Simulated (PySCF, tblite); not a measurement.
# C5H10Cl2Si: geometry, infrared bands and NMR shifts

Aim: predict the infrared bands and NMR shifts of C5H10Cl2Si (`C[C@@H]1[SiH2]C[C@@H]1C(Cl)Cl`).

The runs use tblite 0.8.0 and PySCF 2.14.0, with density-fitted response routines of our own; the level of theory stands in each step. All values are computed, except where a source is named. Atoms are numbered from 0 throughout.

## 1. The starting structure

18 atoms, charge 0, multiplicity 1; geometry from: force field or distance geometry start.

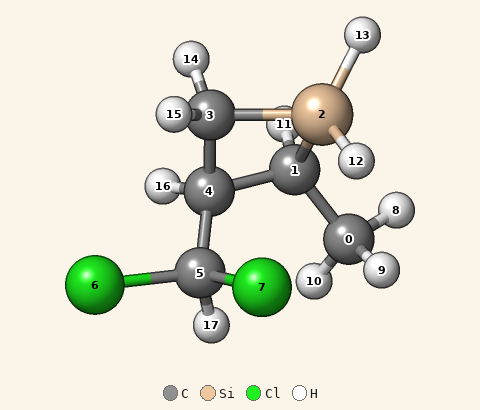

As it starts; carbon grey, silicon light orange, chlorine green, hydrogen white, atoms numbered.

## 2. Optimising the geometry with GFN2-xTB

What the job is given:

```
{"job": {"kind": "relax", "xc": "GFN2-xTB", "basis": "xTB"}, "charge": 0, "multiplicity": 1}
C     -0.983300    -1.196500    -1.167500
C     -0.713300    -0.566200     0.161700
Si    -1.237800     1.165500     0.411700
C      0.260200     0.823200     1.395600
C      0.730700    -0.277600     0.514400
C      1.647100     0.052300    -0.626400
Cl     3.287900     0.362700     0.021400
Cl     1.187100     1.445500    -1.596100
H     -2.001300    -1.670000    -1.067900
H     -1.022800    -0.474900    -2.008000
H     -0.294700    -2.039700    -1.327100
H     -1.104100    -1.215500     1.012800
H     -1.120600     2.094600    -0.700000
H     -2.482900     1.292600     1.184300
H     -0.040400     0.452800     2.415300
H      0.934700     1.682300     1.556100
H      1.170700    -1.092000     1.116600
H      1.774000    -0.832900    -1.308400
```

Run with:

```bash
> OMP_NUM_THREADS=1 python probes_run.py task.json out
```

One launch serves the whole session: the jobs run in the order shown.

**Question.** This job is followed by: GFN2-xTB harmonic vibrations, gas phase; GIAO PBE0/pcSseg-1 NMR shielding, non-relativistic, gas phase. What will the session give for the following? strongest single infrared mode (GFN2-xTB); zero-point energy (GFN2-xTB); 13C shifts against TMS (PBE0/pcSseg-1); 1H shifts against TMS (PBE0/pcSseg-1, means over atoms taken as alike); 29Si shifts against TMS (PBE0/pcSseg-1); 35Cl shifts against HCl (PBE0/pcSseg-1).

The runs gave:

| quantity | value |
| --- | --- |
| strongest single infrared mode (GFN2-xTB) | 2262 cm⁻¹, 485 km/mol |
| zero-point energy (GFN2-xTB) | 84.7 kcal/mol |
| 13C shifts against TMS (PBE0/pcSseg-1) | 91.2, 51.0, 26.9, 14.9, 11.4 ppm |
| 1H shifts against TMS (PBE0/pcSseg-1, means over atoms taken as alike) | 6.14, 4.70, 4.70, 2.88, 2.24, 1.69, 1.65, 1.26 ppm |
| 29Si shifts against TMS (PBE0/pcSseg-1) | -28.4 ppm |
| 35Cl shifts against HCl (PBE0/pcSseg-1) | 268, 232 ppm |

The optimisation took 59 steps and gained 0.914 eV; among the close pairs (by a distance rule), C1–Si2 changed most, from 1.827 to 1.923 Å. All 48 modes are real, so the xTB geometry is a minimum. The strongest single mode, at 2262 cm⁻¹, moves mainly H13. GFN2-xTB is a fitted tight-binding method: band positions and strengths are rough. Its intensities can rank the bands wrongly. C5 stands next to heavy halogen, whose spin-orbit shielding this run leaves out, so the computed shift lies too far downfield, most of all for carbon beside Br or I. The most deshielded hydrogen is H17 (hydrogen on an sp3 CH bonded to 2 Cl), at 6.14 ppm: its carbon carries Cl, which withdraws density. At PBE0/pcSseg-1: Shielding is most anisotropic at Cl6 (span 701 ppm, paramagnetic term -464 ppm).
